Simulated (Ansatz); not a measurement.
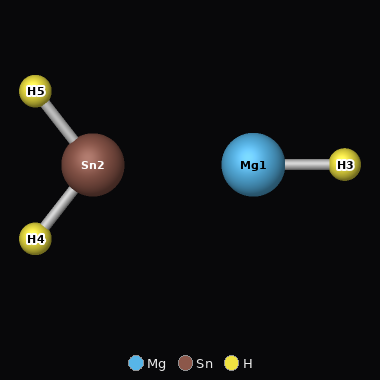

The system is H₃MgSn, charge +1; the picture shows the reference structure. The first coordinate is: umbrella angle at Sn2 (between each of its bonds and their common axis; 90 is planar); the second: change of the bonds Sn2–Mg1, Sn2–H4, Sn2–H5, all alike. Nothing is relaxed (all other coordinates rigid). The scan uses a 15 × 15 grid; 183 points were computed and 42 follow by symmetry. Points are written as (first, second). All energies are given in kJ/mol relative to the relaxed molecule at the same level. All numbers below come from RKS PBE-D4/def2-TZVP (Ansatz 0.2.0).

Its coordinates:

| atom | x (Å) | y (Å) | z (Å) |
| --- | --- | --- | --- |
| Mg | 0.6736 | -1.4277 | 0.9796 |
| Sn | -0.3964 | 0.8397 | -0.5767 |
| H | 1.2824 | -2.7164 | 1.8655 |
| H | -1.8451 | 0.8856 | -1.5190 |
| H | 0.2856 | 2.4189 | -0.7494 |

Range: umbrella angle at Sn2 (between each of its bonds and their common axis; 90 is planar) from 66.0 to 114.0°; change of the bonds Sn2–Mg1, Sn2–H4, Sn2–H5, all alike from −0.235 to 0.363 Å.

> What landscape does the calculation give?

The lowest grid point is at (90.0°, 0.021 Å), 0.6 kJ/mol from the relaxed molecule at the same level. No other kind of well shows on this grid. The highest grid point, (66.0°, −0.235 Å), lies 174 kJ/mol above the lowest. Round the minimum the two coordinates are nearly uncoupled.

```csv
"second ↓, first →",66.0,69.4,72.9,76.3,79.7,83.1,86.6,90.0,93.4,96.9,100.3,103.7,107.1,110.6,114.0
0.363,153,141,130,122,115,110,107,106,107,110,115,122,130,141,153
0.320,136,123,112,103,96,91,88,87,88,91,96,103,112,123,136
0.278,119,107,95,86,79,74,70,69,70,74,79,86,95,107,119
0.235,104,91,79,69,62,57,53,52,53,57,62,69,79,91,104
0.192,90,77,64,55,47,41,38,37,38,41,47,55,64,77,90
0.150,79,65,52,42,34,29,25,24,25,29,34,42,52,65,79
0.107,70,55,42,32,24,18,14,13,14,18,24,32,42,55,70
0.064,63,48,35,24,16,10,6,5,6,10,16,24,35,48,63
0.021,61,45,31,20,12,6,2,1,2,6,12,20,31,45,61
−0.021,63,47,32,21,12,6,2,1,2,6,12,21,32,47,63
−0.064,70,53,39,27,18,11,7,6,7,11,18,27,39,53,70
−0.107,84,67,51,39,30,23,19,18,19,23,30,39,51,67,84
−0.150,105,87,72,59,49,42,38,37,38,42,49,59,72,87,105
−0.192,134,116,100,87,77,70,66,64,66,70,77,87,100,116,134
−0.235,175,156,139,126,116,109,104,103,104,109,116,126,139,156,175
```

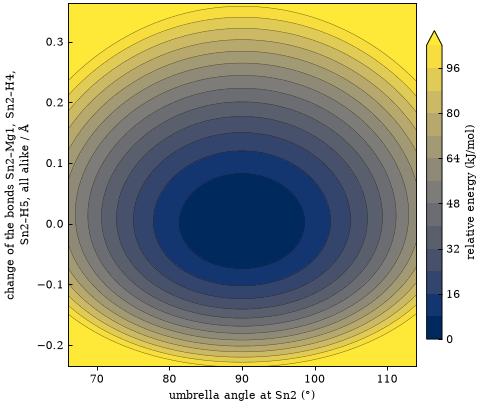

The picture shows filled contours, one colour for all values above the top of the scale. Between grid points the surface is interpolated.

Time for the 183 points that were run: 8.1 min on 1 thread of Intel(R) Xeon(R) Platinum 8375C CPU @ 2.90GHz (Ice Lake) (shared host).
